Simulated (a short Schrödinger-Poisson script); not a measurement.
System: MOS inversion layer, Si3N4 on p-type Si(100), at 300 K.

```
layer  material  thickness (nm)  Na (cm⁻³)
-----  --------  --------------  ---------
1         Si3N4             4.9          -
2            Si            1700     6.6e16
```

Constants are typed, rounded textbook-type inputs, not results; the design itself was drawn at random and stands for no fabricated device. Si3N4: permittivity 7.5, conduction-band edge (eV) 1.95, gap (eV) 5.1, electron mass (mₑ) 0.5. Si: permittivity 11.7, conduction-band edge (eV) 0, gap (eV) 1.124, Nv at 300 K (cm⁻³) 3.1e19.

Channel valleys (confinement mass, in-plane density-of-states mass, number): Δ2 0.916, 0.19, 2; Δ4 0.19, 0.417, 4. At the gate the conduction-band edge of layer 1 lies 2.46 eV − eVg above the Fermi level of the channel; the field vanishes at the back. Gaps are held at their typed values at every temperature. Mesh 0.03 nm at interfaces.

From a short Schrödinger-Poisson script (our own, NumPy): 1D Poisson equation in equilibrium, electrons quantum, Hartree (BenDaniel-Duke, 12 states a valley, the channel's in-plane mass for all, wave functions ending at the dielectric), parabolic valleys, classical holes, full ionisation, no traps, pinning or gate leakage.

Only gate voltages with over 1e8 electrons/cm² are shown.

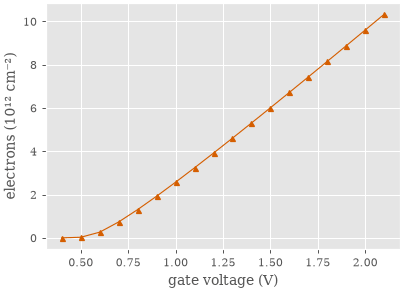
Figure. Sheet density against gate voltage

| Vg (V) | electrons (cm⁻²) | C (μF/cm²) | Δ2 E0 (meV) | Δ2 E1 (meV) | Δ4 E0 (meV) | Δ4 E1 (meV) |
|---|---|---|---|---|---|---|
| 0.4 | 9.37e8 | 0.0860 | 246.5 | 278.0 | 275.6 | 328.0 |
| 0.5 | 2.76e10 | 0.203 | 157.7 | 190.8 | 188.3 | 243.1 |
| 0.6 | 2.64e11 | 0.646 | 96.7 | 133.2 | 130.5 | 188.3 |
| 0.7 | 7.37e11 | 0.869 | 66.6 | 107.9 | 105.2 | 166.3 |
| 0.8 | 1.31e12 | 0.965 | 48.2 | 94.6 | 91.7 | 155.7 |
| 0.9 | 1.93e12 | 1.02 | 35.0 | 86.1 | 83.1 | 149.5 |
| 1 | 2.57e12 | 1.05 | 24.5 | 80.0 | 77.0 | 145.5 |
| 1.1 | 3.24e12 | 1.08 | 15.7 | 75.3 | 72.3 | 142.6 |
| 1.2 | 3.92e12 | 1.10 | 8.1 | 71.5 | 68.5 | 140.5 |
| 1.3 | 4.61e12 | 1.11 | 1.3 | 68.3 | 65.4 | 138.7 |
| 1.4 | 5.31e12 | 1.12 | -4.9 | 65.6 | 62.6 | 137.4 |
| 1.5 | 6.01e12 | 1.13 | -10.6 | 63.2 | 60.2 | 136.2 |
| 1.6 | 6.72e12 | 1.14 | -16.0 | 61.1 | 58.1 | 135.2 |
| 1.7 | 7.44e12 | 1.15 | -21.1 | 59.1 | 56.1 | 134.3 |
| 1.8 | 8.16e12 | 1.15 | -25.9 | 57.3 | 54.3 | 133.5 |
| 1.9 | 8.88e12 | 1.16 | -30.6 | 55.6 | 52.6 | 132.8 |
| 2 | 9.60e12 | 1.16 | -35.1 | 54.0 | 51.0 | 132.2 |
| 2.1 | 1.03e13 | 1.17 | -39.5 | 52.5 | 49.5 | 131.6 |

Subbands count from the Fermi level.
